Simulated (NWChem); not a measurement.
# One shape, several levels: BNH4 (SMILES BN)

We compute a comparison of 6 runs (HF/def2-TZVPP, B3LYP/6-31G*, PBE0/def2-SVP, PBE/6-311G**, MP2/6-31+G*, MP2/def2-TZVPP) of BNH4. 

The results are computed with NWChem 7.3.0.

2 further runs of the same task are left out: 2 set aside as unsound or not needed.

## (1) Starting point

The species is BNH4 (6 atoms), meant as a singlet with charge 0. As SMILES, `BN`. The coordinates come from a PBE0-D4/def2-TZVP relaxation.

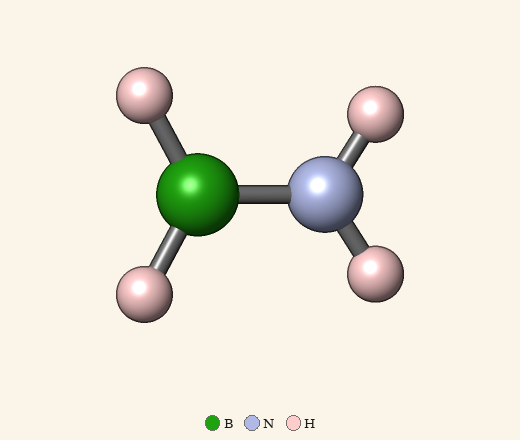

Viewed from a chosen angle; boron green, nitrogen light blue, hydrogen pink.

## (2) Energy and gradient at HF/def2-TZVPP (run 1)

The input, a.nw:

```
start a
title "BH4N hf"
memory stack 880 mb heap 220 mb global 1100 mb

geometry units angstroms noautosym nocenter noautoz
 B     -0.128200    -0.679600    -0.025600
 N      0.146100     0.677400     0.010800
 H      0.225800    -1.368000     0.887500
 H     -0.712000    -1.128700    -0.969200
 H     -0.121600     1.313700    -0.720800
 H      0.632000     1.121400     0.771300
end

basis "ao basis" spherical bse
 * library def2-TZVPP
end

scf
 thresh 1e-08
 maxiter 80
 noprint "final vectors analysis"
end

task scf gradient
```

The run is started by

```bash
nwchem a.nw > a.out
```

Standard output:

```text
[...]
  functions       =   118
[...]
  wavefunction    = RHF
[...]
         Total SCF energy =    -81.529671771480
      One-electron energy =   -173.379022053661
      Two-electron energy =     59.533254893500
 Nuclear repulsion energy =     32.316095388681
        Time for solution =     16.1s
[...]
                         RHF ENERGY GRADIENTS
    atom               coordinates                        gradient
                 x          y          z           x          y          z
   1 B      -0.242263  -1.284258  -0.048377    0.000292   0.001537   0.000027
   2 N       0.276089   1.280100   0.020409   -0.003132  -0.015713  -0.000352
   3 H       0.426700  -2.585145   1.677132    0.001201  -0.000663   0.002496
   4 H      -1.345485  -2.132934  -1.831522   -0.001327  -0.000017  -0.002506
   5 H      -0.229791   2.482533  -1.362114   -0.003706   0.008772  -0.010114
   6 H       1.194307   2.119139   1.457546    0.006671   0.006084   0.010449
[...]
```

It took 22 s on 1 thread of Intel Xeon 6975P-C (Granite Rapids), shared host; peak memory 0.12 GiB.

## (3) Energy and forces at B3LYP/6-31G(d) (spherical functions) (run 2)

The input, work.nw:

```
start work
memory 2200 mb
charge 0

geometry units atomic noautosym nocenter noautoz
 B   -0.24226289  -1.28425787  -0.04837699
 N    0.27608899   1.28010048   0.02040904
 H    0.42670016  -2.58514534   1.67713194
 H   -1.34548500  -2.13293388  -1.83152256
 H   -0.22979070   2.48253321  -1.36211459
 H    1.19430691   2.11913888   1.45754576
end

basis spherical bse
 B library 6-31G*
 N library 6-31G*
 H library 6-31G*
end

dft
 xc b3lyp
 grid xfine
 convergence energy 1e-08
 maxiter 100
 mulliken
end

task dft gradient
```

The run is started by

```bash
nwchem work.nw > work.out
```

Standard output:

```text
[...]
          Wavefunction type:  closed shell.
          No. of atoms     :     6
          No. of electrons :    16
[...]
          Charge           :     0
          Spin multiplicity:     1
[...]
          AO basis - number of functions:    36
[...]
              XC Information
              --------------
                         B3LYP Method XC Potential
                     Hartree-Fock (Exact) Exchange  0.200
                        Slater Exchange Functional  0.800 local
                    Becke 1988 Exchange Functional  0.720 non-local
              Lee-Yang-Parr Correlation Functional  0.810
                  VWN I RPA Correlation Functional  0.190 local
[...]
 d= 0,ls=0.0,diis     1    -82.0086077865 -1.14D+02  1.33D-02  2.20D-01     0.8
[...]
 d= 0,ls=0.0,diis     8    -82.0376599039 -5.91D-11  5.50D-08  6.35D-12     5.7
         Total DFT energy =      -82.037659903854
      One electron energy =     -173.543959527851
           Coulomb energy =       71.696652346282
    Exchange-Corr. energy =      -12.506445777199
 Nuclear repulsion energy =       32.316093054914
[...]
      Total Density - Mulliken Population Analysis
     ---------------------------------------------
    Atom       Charge   Shell Charges
 -----------   ------   -------------------------------------------------------
    1 B    5     4.90   2.00  0.55  1.47  0.40  0.43  0.06
    2 N    7     7.66   2.00  0.78  2.56  0.78  1.54  0.02
    3 H    1     1.04   0.52  0.52
    4 H    1     1.04   0.52  0.52
    5 H    1     0.67   0.51  0.16
    6 H    1     0.67   0.51  0.16
[...]
  wavefunction    = closed shell
                         DFT ENERGY GRADIENTS
    atom               coordinates                        gradient
                 x          y          z           x          y          z
   1 B      -0.242263  -1.284258  -0.048377    0.001308   0.006556   0.000162
   2 N       0.276089   1.280100   0.020409   -0.000176  -0.001072   0.000040
   3 H       0.426700  -2.585145   1.677132    0.000012   0.000166  -0.000043
   4 H      -1.345485  -2.132934  -1.831523    0.000063   0.000155   0.000060
   5 H      -0.229791   2.482533  -1.362115    0.001140  -0.003326   0.003334
   6 H       1.194307   2.119139   1.457546   -0.002348  -0.002478  -0.003553
[...]
```

Run time: 7.5 s. Hardware: 1 thread of Intel Xeon 6975P-C (Granite Rapids), shared host; peak memory 0.13 GiB.

Runs 3 to 4 aren't shown in full; the table further down has their settings and results.

## (4) Energy and forces at MP2/6-31+G(d) (spherical functions) (run 5)

The input, bh4n.nw:

```
start bh4n
title "BH4N gradient"
memory stack 880 mb heap 220 mb global 1100 mb
geometry units angstrom noautosym nocenter noautoz
  B       -0.128200      -0.679600      -0.025600
  N        0.146100       0.677400       0.010800
  H        0.225800      -1.368000       0.887500
  H       -0.712000      -1.128700      -0.969200
  H       -0.121600       1.313700      -0.720800
  H        0.632000       1.121400       0.771300
end
basis spherical bse
  * library 6-31+G*
end
scf
  thresh 1e-08
  maxiter 80
end
mp2
  freeze core 2
  tight
end
task mp2 gradient
```

The run is started by

```bash
nwchem bh4n.nw > bh4n.out
```

Standard output:

```text
[...]
  functions       =    44
[...]
  wavefunction    = RHF
[...]
         Total SCF energy =    -81.492532131595
      One-electron energy =   -173.263148569478
      Two-electron energy =     59.454521049202
 Nuclear repulsion energy =     32.316095388681
        Time for solution =      1.1s
[...]
          Total MP2 energy           -81.735768877761
[...]
                         mp2 ENERGY GRADIENTS
    atom               coordinates                        gradient
                 x          y          z           x          y          z
   1 B      -0.242263  -1.284258  -0.048377    0.002856   0.014218   0.000367
   2 N       0.276089   1.280100   0.020409   -0.001356  -0.006920  -0.000115
   3 H       0.426700  -2.585145   1.677132    0.000272  -0.000400   0.000648
   4 H      -1.345485  -2.132934  -1.831522   -0.000388  -0.000230  -0.000656
   5 H      -0.229791   2.482533  -1.362114    0.001648  -0.003910   0.004502
   6 H       1.194307   2.119139   1.457546   -0.003032  -0.002758  -0.004746
[...]
```

Wall time 3.9 s (1 thread of Intel Xeon 6975P-C (Granite Rapids), shared host); peak memory 0.11 GiB.

## (5) Energy and forces at MP2/def2-TZVPP (run 6)

The input, struct.nw:

```
start struct
title "BH4N"
memory total 2200 mb
geometry units angstroms noautosym nocenter noautoz
   B     -0.128200    -0.679600    -0.025600
   N      0.146100     0.677400     0.010800
   H      0.225800    -1.368000     0.887500
   H     -0.712000    -1.128700    -0.969200
   H     -0.121600     1.313700    -0.720800
   H      0.632000     1.121400     0.771300
end
basis spherical bse
   * library def2-TZVPP
end
scf
   thresh 1e-08
   maxiter 80
end
mp2
   freeze core 2
   tight
end
task mp2 gradient
```

The run is started by

```bash
nwchem struct.nw > struct.out
```

Standard output:

```text
[...]
  functions       =   118
[...]
  wavefunction    = RHF
[...]
         Total SCF energy =    -81.529671771480
      One-electron energy =   -173.379022053661
      Two-electron energy =     59.533254893500
 Nuclear repulsion energy =     32.316095388681
        Time for solution =     16.6s
[...]
          Total MP2 energy           -81.856368529488
[...]
                         mp2 ENERGY GRADIENTS
    atom               coordinates                        gradient
                 x          y          z           x          y          z
   1 B      -0.242263  -1.284258  -0.048377    0.001810   0.009038   0.000229
   2 N       0.276089   1.280100   0.020409   -0.001567  -0.007956  -0.000146
   3 H       0.426700  -2.585145   1.677132    0.000830  -0.001919   0.002242
   4 H      -1.345485  -2.132934  -1.831522   -0.001476  -0.001329  -0.002321
   5 H      -0.229791   2.482533  -1.362114   -0.000344   0.001243  -0.001091
   6 H       1.194307   2.119139   1.457546    0.000747   0.000923   0.001086
[...]
```

Wall time 50 s (1 thread of Intel Xeon 6975P-C (Granite Rapids), shared host); peak memory 0.33 GiB.

## (6) Overview of the runs

```tsv
run	level	iteration cap	module	energy (Eh)	dipole moment (D)	largest force (eV/Å)	wall time
1	HF/def2-TZVPP	80	scf	-81.529672	1.73	0.824	22 s
2	B3LYP/6-31G* (spherical functions)	100	dft	-82.037660	2.15	0.344	7.5 s
3	PBE0/def2-SVP	100	dft	-81.869691	2.21	0.315	9.3 s
4	PBE/6-311G**	100	dft	-81.939903	2.22	0.458	12 s
5	MP2/6-31+G* (spherical functions)	80	mp2	-81.735769	1.98	0.746	3.9 s
6	MP2/def2-TZVPP	80	mp2	-81.856369	1.94	0.474	50 s
```

## (7) Summary of results

| quantity | value |
| --- | --- |
| run 6: total energy | -81.85637 Eh |
| run 6: dipole moment (of the density that the program reports) | 1.94 D |
| run 6: HOMO energy (Hartree–Fock orbitals) | -11.98 eV |
| run 6: LUMO energy (Hartree–Fock orbitals) | 3.29 eV |
| run 6: HOMO–LUMO gap (Hartree–Fock orbitals) | 15.27 eV |
| run 6: correlation energy (2 core orbitals frozen) | -326.7 mEh |
| run 6: largest force on an atom | 0.474 eV/Å |

The dipole moment (its size) runs from 1.73 D (HF/def2-TZVPP) to 2.22 D (PBE/6-311G**). The two ends differ in method and basis. Totals of different functionals can't be ranked against each other. All runs together took 1.7 min, the longest 50 s.
